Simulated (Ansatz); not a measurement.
**Cl2H3InO: density, localisation and related maps**

The calculation's input:

```
crystal:
  periodic: [false, false, false]
  atoms:
    - { symbol: In, position_ang: [-0.010946, 0.599095, -0.450455] }
    - { symbol: Cl, position_ang: [-0.13206, 0.321757, 3.17199] }
    - { symbol: O, position_ang: [1.768694, -0.194432, -0.935014] }
    - { symbol: H, position_ang: [1.651754, -0.995543, -1.482226] }
    - { symbol: Cl, position_ang: [-1.866401, -0.483269, -1.445404] }
    - { symbol: H, position_ang: [-0.147033, 2.023086, 0.574917] }
    - { symbol: H, position_ang: [-0.105707, 1.351706, 2.312392] }
basis:
  gaussian: { orbitals: def2-SVP }
hamiltonian:
  xc: pbe
relax:
  f_tol: 0.03
  max_steps: 50
output:
  orbitals: {}
```

Command:

```sh
ansatz run input.yaml --threads 2 --pin off --max-ram 3072MiB --backend cpu --events-out ev --progress --plain --runs-dir out
```

The fields are those of the run's last geometry, not of the input's.

Core potentials replace the inner electrons of In.

Level of theory: RKS PBE/def2-SVP (Ansatz).

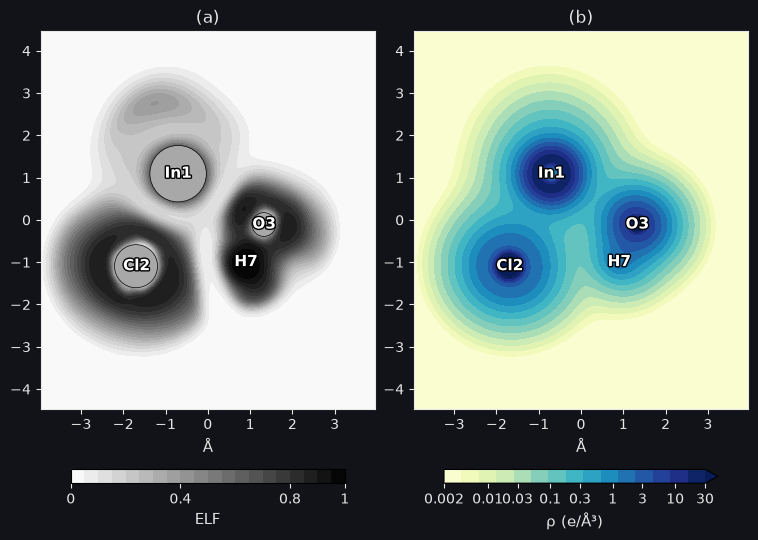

Figure 1. (a) electron localisation function; (b) electron density on the plane of atoms Cl2, In1 and O3. Grey discs cover the atomic cores in the ELF map.

Question: Read the bonding off the picture.

Answer: The plane passes through In, Cl, O and H nuclei. In–O (2.36 Å): the density is about 0.32 e/Å³ at the midpoint; the ELF is about 0.10 at the midpoint. In–Cl (2.40 Å): ρ at the midpoint is about 0.46 e/Å³; the ELF peaks at about 0.85 in the valence shell of Cl, 0.9 Å from its nucleus, and drops to about 0.15 between the two atoms. O–H (0.99 Å): ρ at the midpoint is about 3.6 e/Å³; the ELF climbs to about 1 towards the hydrogen, as it does in any bond to H: an ordinary covalent bond to hydrogen. The ELF also peaks beside Cl2 and O3, away from the bonds: lone-pair regions.

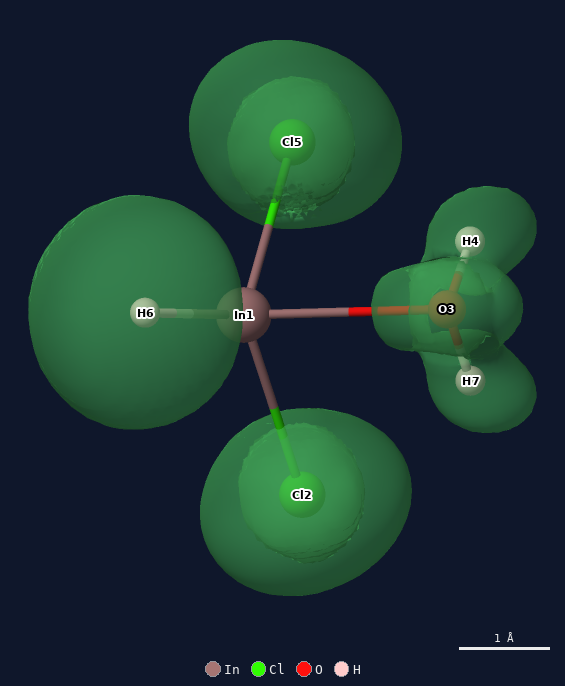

Figure 2. Isosurface of the electron localisation function at 0.8 (green), seen across its widest extent. Core shells and regions of very low density are left out.

Question: Identify the bonds, lone pairs and shells in this picture.

Answer: The ELF exceeds this value in one region around a hydrogen nucleus, two regions wrapped around Cl (the valence shell of each) and one joined region spread over several atoms (H, O), in which their bonds and any lone pairs are merged.

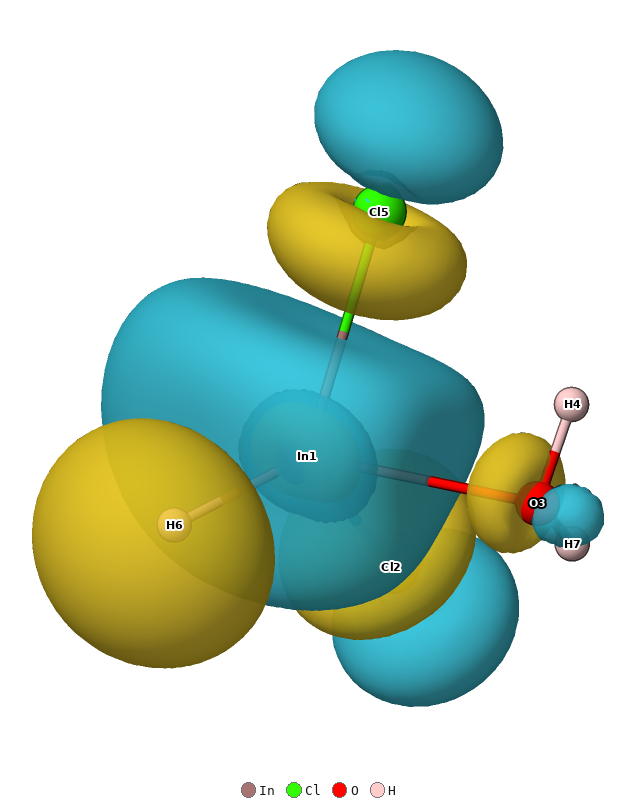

Figure 3. One frontier orbital at ±0.08 Å⁻³ᐟ² (yellow and cyan are the two phases), seen at an oblique angle.

Question: Which orbital is it: HOMO or LUMO?

Answer: The LUMO, at −2.16 eV. By Hirshfeld shares it lies mainly on In1 (about 45 %), H6 (about 20 %), Cl2 (about 15 %) and Cl5 (about 15 %).
